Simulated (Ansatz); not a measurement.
# wB97X/6-311+G(d,p) run of CH2FNSi (SMILES FC1=N[SiH2]1)

What is the vertical ionisation energy of CH2FNSi at wB97X/6-311+G**? 

The calculation is run with Ansatz 0.2.0.

93 further runs of the same task are left out: 93 set aside as unsound or not needed.

## 1. Starting point

The species is CH2FNSi (6 atoms), meant as a singlet with charge 0. SMILES: `FC1=N[SiH2]1`. Geometry: relaxed at PBE0-D4/def2-TZVP.

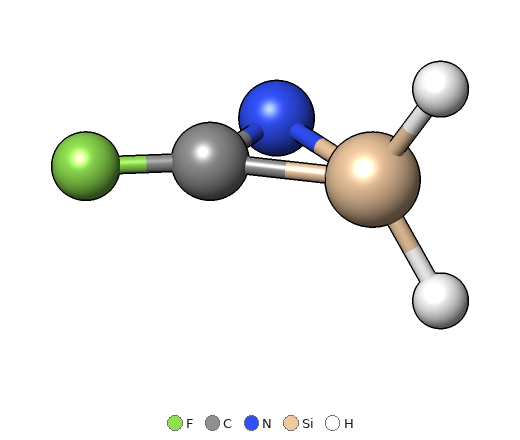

The structure, seen from a chosen angle (fluorine green, carbon grey, nitrogen blue, silicon light orange, hydrogen white).

## 2. The energy at wB97X/6-311+G(d,p)

Contents of molecule.yaml:

```yaml
crystal:
  periodic: [false, false, false]
  atoms:
    - {symbol: F, position_ang: [1.423100, -1.608300, 0.851500]}
    - {symbol: C, position_ang: [0.513000, -0.815400, 0.333600]}
    - {symbol: N, position_ang: [-0.624100, -1.110900, -0.124500]}
    - {symbol: Si, position_ang: [-0.284400, 0.654600, -0.233900]}
    - {symbol: H, position_ang: [0.001700, 1.243400, -1.557500]}
    - {symbol: H, position_ang: [-0.987300, 1.572700, 0.684600]}
basis:
  gaussian:
    orbitals: 6-311+G_st__st_-spherical.json
total_charge: 0
hamiltonian:
  xc: {name: wB97X}
accuracy: high
output: {orbitals: {seedname: orbitals}}
```

The basis set 6-311+G** is read from a file made from the Basis Set Exchange's data (not shown).

Started as:

```
$ ansatz run molecule.yaml --threads 1 --pin off --max-ram 3480MiB --events-out events.jsonl --progress --plain --runs-dir runs
```

Log:

```text
Warning: RAYON_NUM_THREADS=1 ignored (pool sized by the plan → 1); use --threads N
Functional definition: wB97X
  name "wB97X"
  parameter omega = 0.3/bohr
  parameter cx = 0.157706
  parameter cx1 = 0.726479
  parameter cx2 = 1.04760
  parameter cx3 = -5.70635
  parameter cx4 = 13.2794
  parameter css1 = -4.33879
  parameter css2 = 18.2308
  parameter css3 = -31.7430
  parameter css4 = 17.2901
  parameter cos1 = 2.37031
  parameter cos2 = -11.3995
  parameter cos3 = 6.58405
  parameter cos4 = -3.78132
  exchange = spin_sum(e_x_unif_sr(omega)*poly(b97_u_x, 1 - cx, cx1, cx2, cx3, cx4)) + cx*exact_x_sr(omega)
      + exact_x_lr(omega)
  correlation = spin_sum(e_c_pw_same_spin*poly(b97_u_same, 1, css1, css2, css3, css4))
      + integral(e_c_pw_opposite_spin*poly(b97_u_opposite, 1, cos1, cos2, cos3, cos4))
1948 factors; integrals over basis functions are off by at most 3.8e-9 eV
398 factors; integrals over basis functions are off by at most 2.2e-9 eV
mean field evaluation 1: about -13146.9831 eV, gradient 5.1e1 eV
mean field evaluation 2: about -13144.9420 eV, gradient 5.9e1 eV
mean field evaluation 4: about -13152.1751 eV, gradient 3.3e0 eV
mean field evaluation 8: about -13152.3226 eV, gradient 2.0e-1 eV
mean field evaluation 16: about -13152.3227 eV, gradient 1.1e-4 eV
mean field -13152.32273936 eV, -483.3389457070 hartree, gradient 7.9e-8 eV, S^2 0.000000; 0 other end points of the search recorded, 0 dependent functions left out
reference -13152.32273436 eV, -483.3389455231 hartree; 19, 19 occupied and 89, 89 virtual orbitals, 1948 factors
Total energy: -13152.32273436 eV, -483.3389455231 hartree
```

Wall time 25 s (1 thread of Arm Neoverse V1, shared host); peak memory 0.53 GiB.

## 3. The doublet cation at the same level

Contents of job.yaml:

```yaml
crystal:
  periodic: [false, false, false]
  atoms:
    - {symbol: F, position_ang: [1.423100, -1.608300, 0.851500]}
    - {symbol: C, position_ang: [0.513000, -0.815400, 0.333600]}
    - {symbol: "N", position_ang: [-0.624100, -1.110900, -0.124500]}
    - {symbol: Si, position_ang: [-0.284400, 0.654600, -0.233900]}
    - {symbol: H, position_ang: [0.001700, 1.243400, -1.557500]}
    - {symbol: H, position_ang: [-0.987300, 1.572700, 0.684600]}
basis:
  gaussian: {orbitals: 6-311+G_st__st_-spherical.json}
total_charge: 1
magnetization: {spin_polarized: true, initial_magnetization: 1}
hamiltonian: {xc: {name: wB97X}}
accuracy: high
output: {orbitals: {seedname: orbitals}}
```

The basis set 6-311+G** is read from a file made from the Basis Set Exchange's data (not shown).

Started as:

```
$ ansatz run job.yaml --threads 1 --pin off --max-ram 3480MiB --events-out events.jsonl --progress --plain --runs-dir runs
```

Log:

```text
Warning: RAYON_NUM_THREADS=1 ignored (pool sized by the plan → 1); use --threads N
[... 17 set-up lines as earlier in the session ...]
      + exact_x_lr(omega)
[... 1 set-up line as earlier in the session ...]
      + integral(e_c_pw_opposite_spin*poly(b97_u_opposite, 1, cos1, cos2, cos3, cos4))
1948 factors; integrals over basis functions are off by at most 3.8e-9 eV
398 factors; integrals over basis functions are off by at most 2.2e-9 eV
mean field evaluation 1: about -13125.9743 eV, gradient 5.6e1 eV
mean field evaluation 2: about -13106.2814 eV, gradient 8.5e1 eV
mean field evaluation 4: about -13141.7964 eV, gradient 9.8e0 eV
mean field evaluation 8: about -13142.3386 eV, gradient 4.7e-1 eV
mean field evaluation 16: about -13142.3435 eV, gradient 3.7e-3 eV
mean field evaluation 32: about -13142.3435 eV, gradient 9.1e-6 eV
mean field -13142.34353354 eV, -482.9722166571 hartree, gradient 9.5e-8 eV, S^2 0.756662; 0 other end points of the search recorded, 0 dependent functions left out
reference -13142.34352659 eV, -482.9722164018 hartree; 19, 18 occupied and 89, 90 virtual orbitals, 1948 factors
Total energy: -13142.34352659 eV, -482.9722164018 hartree
```

Run time: 67 s. Hardware: 1 thread of Arm Neoverse V1, shared host; peak memory 0.84 GiB.

## 4. What came out

Level: wB97X/6-311+G**.

| quantity | value |
| --- | --- |
| singlet CH2FNSi: total energy | -483.33895 Eh |
| singlet CH2FNSi: HOMO energy | -10.00 eV |
| singlet CH2FNSi: LUMO energy | 0.70 eV |
| singlet CH2FNSi: HOMO–LUMO gap | 10.70 eV |
| doublet cation: total energy | -482.97222 Eh |
| doublet cation: HOMO energy (highest over α and β) | -18.49 eV |
| doublet cation: LUMO energy (lowest over α and β) | -9.98 eV |
| doublet cation: ⟨S²⟩ | 0.757 |
| vertical ionisation energy (to the doublet cation) | 9.979 eV |

**Reading.** Removing an electron at fixed nuclei costs 9.98 eV (963 kJ/mol). −ε(HOMO) before ionisation, 10.00 eV, is 0.02 eV above this ionisation energy.
